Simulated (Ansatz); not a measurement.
**BH3 (borane): a chain of runs**

Wanted: a series of 58 runs (HF/STO-3G, UHF/STO-3G, HF/3-21G, UHF/3-21G, HF/6-31G*, UHF/6-31G*, B3LYP/6-31G*, UB3LYP/6-31G*, and more) of BH3. 

The results are computed with Ansatz 0.2.0.

## 1. The molecule

The species is BH3 (4 atoms), meant as a singlet with charge 0. SMILES: `B`. The coordinates come from a PBE0-D4/def2-TZVP relaxation. The run starts from this shape.

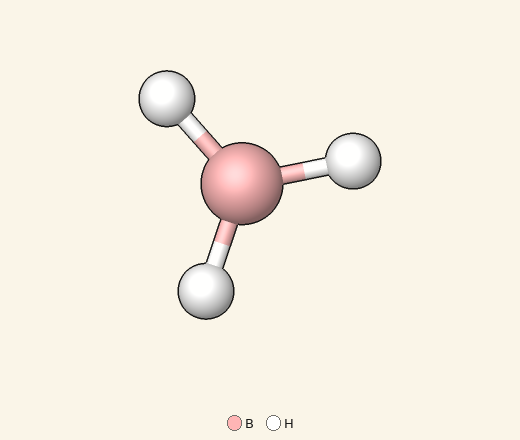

The structure, seen from a chosen angle (boron pink, hydrogen white).

## 2. A geometry optimisation at HF/STO-3G (run 1)

job.yaml

```yaml
crystal:
  periodic: [false, false, false]
  atoms:
    - {symbol: B, position_ang: [0.013900, -0.015100, -0.005100]}
    - {symbol: H, position_ang: [0.982200, 0.381700, 0.568800]}
    - {symbol: H, position_ang: [-0.276200, -1.171800, 0.043000]}
    - {symbol: H, position_ang: [-0.664400, 0.744900, -0.626900]}
basis:
  gaussian: {orbitals: STO-3G}
total_charge: 0
hamiltonian: {xc: hf}
relax: {f_tol: 0.002}
output: {orbitals: {seedname: orbitals}}
```

The run is started by

```console
$ ansatz run job.yaml --threads 1 --pin off --max-ram 3480MiB --events-out events.jsonl --progress --plain --runs-dir runs
```

What it wrote:

```text
Warning: RAYON_NUM_THREADS=1 ignored (pool sized by the plan → 1); use --threads N
The last accepted step is kept in runs//last_step.txt (removed where the run ends without a failure and the disk answers)
[... 37 lines left out ...]
Total energy: -709.41998170 eV, -26.0707034654 hartree
[... 4 lines left out ...]
Dipole moment:    -0.000001     0.000001    -0.000001 e Å
```

Wall time 0.28 s (1 thread of Arm Neoverse V1, shared host).

Step by step:

```csv
step,energy from the first frame kept (eV),largest force (eV/Å)
1,0.0000,1.1194
2,-0.0576,0.0074
3,-0.0575,0.0485
4,-0.0576,0.0004
```

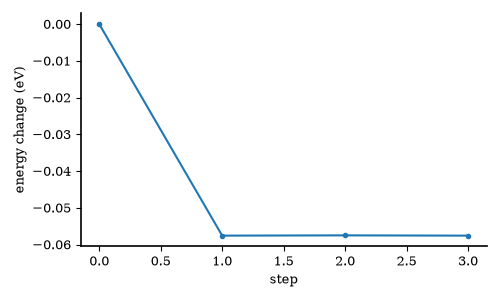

Energy along the run.

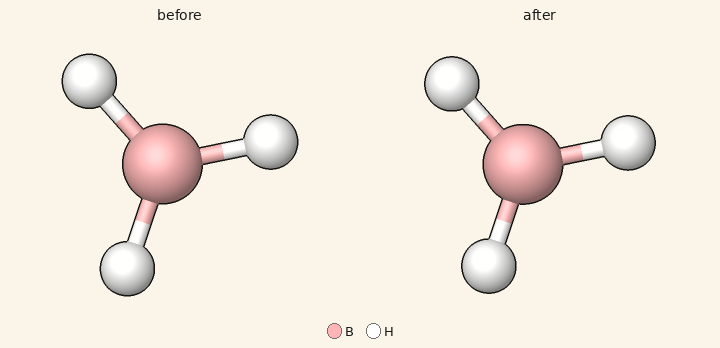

Before and after, at one scale.

After the run. Bond lengths: B1–H2 1.160 Å, B1–H3 1.160 Å, B1–H4 1.160 Å. Angles: H2–B1–H3 120.0°, H2–B1–H4 120.0°, H3–B1–H4 120.0°.

## 3. Vibrational wavenumbers at HF/STO-3G (run 2)

in.yaml

```yaml
crystal:
  periodic: [false, false, false]
  atoms:
    - {symbol: B, position_ang: [0.013874, -0.015072, -0.005051]}
    - {symbol: H, position_ang: [0.955026, 0.370510, 0.552685]}
    - {symbol: H, position_ang: [-0.268022, -1.139288, 0.041643]}
    - {symbol: H, position_ang: [-0.645378, 0.723550, -0.609476]}
basis:
  gaussian:
    orbitals: STO-3G
total_charge: 0
hamiltonian:
  xc: hf
phonons:
  temperatures: {t_min: 298.15, t_max: 298.15, t_step: 1}
```

The run is started by

```console
$ ansatz run in.yaml --threads 1 --pin off --max-ram 3480MiB --events-out events.jsonl --progress --plain --runs-dir runs
```

What it wrote:

```text
Warning: RAYON_NUM_THREADS=1 ignored (pool sized by the plan → 1); use --threads N
[... 96 lines left out ...]
Total energy: -709.41998170 eV, -26.0707034655 hartree
[... 4 lines left out ...]
Dipole moment:    -0.000000     0.000002    -0.000001 e Å
Vibrations: 1330.55 1484.48 1484.51 3105.69 3348.33 3348.34 cm⁻¹, zero-point energy 0.874206 eV
```

Wall time 0.46 s (1 thread of Arm Neoverse V1, shared host).

Runs 3 to 55 aren't shown in full; the table further down has their settings and results.

## 4. Vibrational wavenumbers at MP2/cc-pVTZ (run 56)

molecule.yaml

```yaml
crystal:
  periodic: [false, false, false]
  atoms:
    - {symbol: B, position_ang: [0.013879, -0.015076, -0.005056]}
    - {symbol: H, position_ang: [0.976811, 0.379442, 0.565596]}
    - {symbol: H, position_ang: [-0.274552, -1.165316, 0.042724]}
    - {symbol: H, position_ang: [-0.660638, 0.740650, -0.623465]}
basis:
  gaussian: {orbitals: cc-pVTZ}
correlation: {method: mp2}
phonons: {temperatures: {t_min: 298.15, t_max: 298.15, t_step: 1}}
```

The run is started by

```console
$ ansatz run molecule.yaml --threads 1 --pin off --max-ram 3480MiB --events-out events.jsonl --progress --plain --runs-dir runs
```

What it wrote:

```text
Warning: RAYON_NUM_THREADS=1 ignored (pool sized by the plan → 1); use --threads N
[... 19 lines left out ...]
1 core orbitals not correlated: weight in the atoms' cores, before any rotation towards them, 1.000 or more for the frozen orbitals, at most 0.000 for the correlated occupied ones
[... 36 lines left out ...]
1 core orbitals not correlated: weight in the atoms' cores, before any rotation towards them, 1.000 or more for the frozen orbitals, at most 0.000 for the correlated occupied ones
[... 35 lines left out ...]
1 core orbitals not correlated: weight in the atoms' cores, before any rotation towards them, 1.000 or more for the frozen orbitals, at most 0.000 for the correlated occupied ones
[... 30 lines left out ...]
Dipole moment:     0.000002    -0.000001    -0.000004 e Å
[... 1 line left out ...]
Checks for a lower state left out: cluster_reference
```

It took 5.7 s on 1 thread of Arm Neoverse V1, shared host; peak memory 0.11 GiB.

Run 57 isn't shown in full; the table further down has it.

## 5. The doublet cation: a geometry optimisation at UMP2/cc-pVTZ (run 58)

job.yaml

```yaml
basis:
  gaussian:
    orbitals: cc-pVTZ
crystal:
  periodic: [false, false, false]
  atoms:
    - {symbol: B, position_ang: [0.013879, -0.015076, -0.005056]}
    - {symbol: H, position_ang: [0.976811, 0.379442, 0.565596]}
    - {symbol: H, position_ang: [-0.274552, -1.165316, 0.042724]}
    - {symbol: H, position_ang: [-0.660638, 0.740650, -0.623465]}
relax: {}
total_charge: 1
correlation:
  method: mp2
magnetization:
  spin_polarized: true
  initial_magnetization: 1
```

The run is started by

```console
$ ansatz run job.yaml --threads 1 --pin off --max-ram 3480MiB --events-out events.jsonl --progress --plain --runs-dir runs
```

What it wrote:

```text
Warning: RAYON_NUM_THREADS=1 ignored (pool sized by the plan → 1); use --threads N
The last accepted step is kept in runs//last_step.txt (removed where the run ends without a failure and the disk answers)
[... 22 lines left out ...]
1 core orbitals not correlated: weight in the atoms' cores, before any rotation towards them, 1.000 or more for the frozen orbitals, at most 0.000 for the correlated occupied ones
[... 32 lines left out ...]
1 core orbitals not correlated: weight in the atoms' cores, before any rotation towards them, 1.000 or more for the frozen orbitals, at most 0.000 for the correlated occupied ones
[... 25 lines left out ...]
Dipole moment:    -0.052078    -0.207842     0.008587 e Å
Checks for a lower state left out: cluster_reference
```

Wall time 4.8 s (1 thread of Arm Neoverse V1, shared host); peak memory 0.13 GiB.

The path in brief:

```csv
step,energy from the first frame kept (eV),largest force (eV/Å)
1,0.0000,6.2916
2,-0.8503,2.9922
3,-1.0597,0.6084
4,-1.0971,0.2235
5,-1.1004,0.2259
6,-1.1040,0.0376
7,-1.1041,0.0061
```

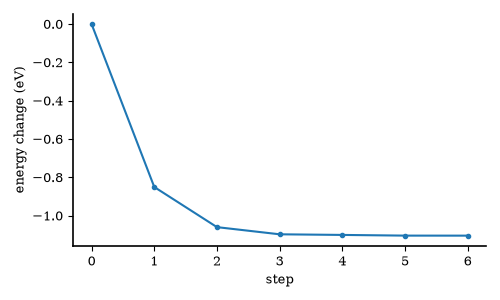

Energy along the run.

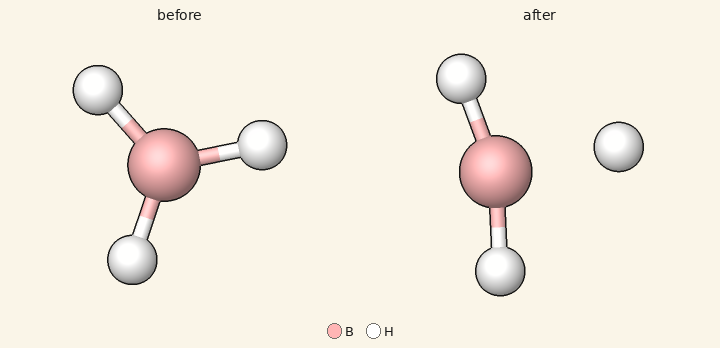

Before and after, at one scale.

After the run. Bond lengths: B1–H2 1.178 Å, B1–H4 1.178 Å. Angles: H2–B1–H4 162.3°. A long bond or contact: B1–H3 1.490 Å.

## 6. The series

```
run                                level         task  walk f tol  partner  energy (Eh)  dipole moment (D)  wall time
  1                            HF/STO-3G     optimise       0.002     base   -26.070703               0.00     0.28 s
  2                            HF/STO-3G  frequencies           –     base   -26.070703               0.00     0.46 s
  3                           UHF/STO-3G       energy           –   cation   -25.616122                  –     0.12 s
  4                           UHF/STO-3G     optimise           –   cation   -25.668686                  –      1.5 s
  5                             HF/3-21G     optimise       0.002     base   -26.237302               0.00     0.32 s
  6                             HF/3-21G  frequencies           –     base   -26.237302               0.00     0.52 s
  7                            UHF/3-21G       energy           –   cation   -25.772391                  –     0.08 s
  8                            UHF/3-21G     optimise           –   cation   -25.820372                  –      0.8 s
  9      HF/6-31G* (Cartesian functions)     optimise       0.002     base   -26.390008               0.00      0.5 s
 10      HF/6-31G* (Cartesian functions)  frequencies           –     base   -26.390008               0.00        1 s
 11     UHF/6-31G* (Cartesian functions)       energy           –   cation   -25.931248                  –     0.14 s
 12     UHF/6-31G* (Cartesian functions)     optimise           –   cation   -25.974346                  –        1 s
 13   B3LYP/6-31G* (Cartesian functions)     optimise       0.002     base   -26.613001               0.00      1.1 s
 14   B3LYP/6-31G* (Cartesian functions)  frequencies           –     base   -26.613001               0.00      1.8 s
 15  UB3LYP/6-31G* (Cartesian functions)       energy           –   cation   -26.131693                  –      1.1 s
 16  UB3LYP/6-31G* (Cartesian functions)     optimise           –   cation   -26.165856                  –      3.9 s
 17                         PBE/def2-SVP     optimise       0.002     base   -26.520031               0.00      1.3 s
 18                         PBE/def2-SVP  frequencies           –     base   -26.520031               0.00      2.6 s
 19                        UPBE/def2-SVP       energy           –   cation   -26.050193                  –      1.6 s
 20                        UPBE/def2-SVP     optimise           –   cation   -26.088051                  –       12 s
 21     MP2/6-31G* (Cartesian functions)     optimise       0.002     base   -26.464243               0.00     0.56 s
 22     MP2/6-31G* (Cartesian functions)  frequencies           –     base   -26.464243               0.00     0.74 s
 23    UMP2/6-31G* (Cartesian functions)       energy           –   cation   -25.990302                  –     0.14 s
 24    UMP2/6-31G* (Cartesian functions)     optimise           –   cation   -26.028535                  –     0.91 s
 25                     PBE0/aug-cc-pVTZ     optimise       0.002     base   -26.566041               0.00      5.1 s
 26                     PBE0/aug-cc-pVTZ  frequencies           –     base   -26.566041               0.00      6.6 s
 27                      CCSD(T)/cc-pVDZ     optimise       0.002     base   -26.508721               0.00      2.8 s
 28                      CCSD(T)/cc-pVDZ  frequencies           –     base   -26.508721               0.00      8.1 s
 29                     UCCSD(T)/cc-pVDZ       energy           –   cation   -26.028812                  –     0.54 s
 30                     UCCSD(T)/cc-pVDZ     optimise           –   cation   -26.070548                  –       29 s
 31                      MP2/aug-cc-pVDZ     optimise       0.002     base   -26.486730               0.00      1.4 s
 32                      MP2/aug-cc-pVDZ  frequencies           –     base   -26.486730               0.00      3.9 s
 33                     UMP2/aug-cc-pVDZ       energy           –   cation   -26.006323                  –     0.36 s
 34                     UMP2/aug-cc-pVDZ     optimise           –   cation   -26.046262                  –      3.3 s
 35                   B3LYP-D4/def2-TZVP     optimise       0.002     base   -26.624791               0.00      2.2 s
 36                   B3LYP-D4/def2-TZVP  frequencies           –     base   -26.624791               0.00      4.2 s
 37                  UB3LYP-D4/def2-TZVP       energy           –   cation   -26.141343                  –      2.8 s
 38                  UB3LYP-D4/def2-TZVP     optimise           –   cation   -26.176580                  –      8.1 s
 39                      SVWN5/def2-TZVP     optimise       0.002     base   -26.272973               0.00      1.4 s
 40                      SVWN5/def2-TZVP  frequencies           –     base   -26.272973               0.00      2.9 s
 41                     USVWN5/def2-TZVP       energy           –   cation   -25.799274                  –     0.92 s
 42                     USVWN5/def2-TZVP     optimise           –   cation   -25.837991                  –      7.8 s
 43                   wB97M-V/def2-TZVPD     optimise       0.002     base   -26.582824               0.00       10 s
 44                   wB97M-V/def2-TZVPD  frequencies           –     base   -26.582824               0.00       19 s
 45                 U-wB97M-V/def2-TZVPD       energy           –   cation   -26.097150                  –       13 s
 46                 U-wB97M-V/def2-TZVPD     optimise           –   cation   -26.134239                  –       35 s
 47                     r2SCAN/def2-TZVP     optimise       0.002     base   -26.585614               0.00      3.3 s
 48                     r2SCAN/def2-TZVP  frequencies           –     base   -26.585614               0.00      7.2 s
 49                   U-r2SCAN/def2-TZVP       energy           –   cation   -26.109707                  –      6.3 s
 50                   U-r2SCAN/def2-TZVP     optimise           –   cation   -26.150724                  –       21 s
 51                       B2PLYP/cc-pVTZ     optimise       0.002     base   -26.580582               0.00      7.5 s
 52                       B2PLYP/cc-pVTZ  frequencies           –     base   -26.580582               0.00       21 s
 53                      UB2PLYP/cc-pVTZ       energy           –   cation   -26.096731                  –      4.2 s
 54                      UB2PLYP/cc-pVTZ     optimise           –   cation   -26.140121                  –       20 s
 55                          MP2/cc-pVTZ     optimise       0.002     base   -26.513508               0.00      2.1 s
 56                          MP2/cc-pVTZ  frequencies           –     base   -26.513508               0.00      5.7 s
 57                         UMP2/cc-pVTZ       energy           –   cation   -26.026105                  –      0.5 s
 58                         UMP2/cc-pVTZ     optimise           –   cation   -26.066682                  –      4.8 s
```

## 7. Results

| quantity | value |
| --- | --- |
| doublet cation, run 58: total energy at the end | -26.06668 Eh |
| doublet cation, run 58: correlation energy (1 core orbital frozen) | -78.4 mEh |
| doublet cation, run 58: ⟨S²⟩ of the reference determinant | 0.761 |
| vertical ionisation energy (to the doublet cation), HF/3-21G | 12.651 eV |
| vertical ionisation energy (to the doublet cation), PBE/def2-SVP | 12.785 eV |
| vertical ionisation energy (to the doublet cation), SVWN5/def2-TZVP | 12.890 eV |
| vertical ionisation energy (to the doublet cation), r2SCAN/def2-TZVP | 12.950 eV |
| vertical ionisation energy (to the doublet cation), B2PLYP/cc-pVTZ | 13.166 eV |
| adiabatic ionisation energy (to the doublet cation, no zero-point term), HF/3-21G | 11.345 eV |
| adiabatic ionisation energy (to the doublet cation, no zero-point term), CCSD(T)/cc-pVDZ | 11.923 eV |
| adiabatic ionisation energy (to the doublet cation, no zero-point term), SVWN5/def2-TZVP | 11.836 eV |

What this shows: At HF/3-21G: the vertical ionisation energy comes to 12.65 eV (1221 kJ/mol). At PBE/def2-SVP: removing an electron at fixed nuclei costs 12.78 eV (1234 kJ/mol). At SVWN5/def2-TZVP: the vertical ionisation energy comes to 12.89 eV (1244 kJ/mol). At r2SCAN/def2-TZVP: removing an electron at fixed nuclei costs 12.95 eV (1249 kJ/mol). At B2PLYP/cc-pVTZ: the vertical ionisation energy comes to 13.17 eV (304 kcal/mol). At HF/3-21G: the adiabatic ionisation energy (to the doublet cation, no zero-point term) is 11.35 eV (262 kcal/mol). Totals of different functionals can't be ranked against each other. In runs 1, 2, 3, 4 the basis is minimal, so the values are rough. All runs together took 5.1 min, the longest 35 s.
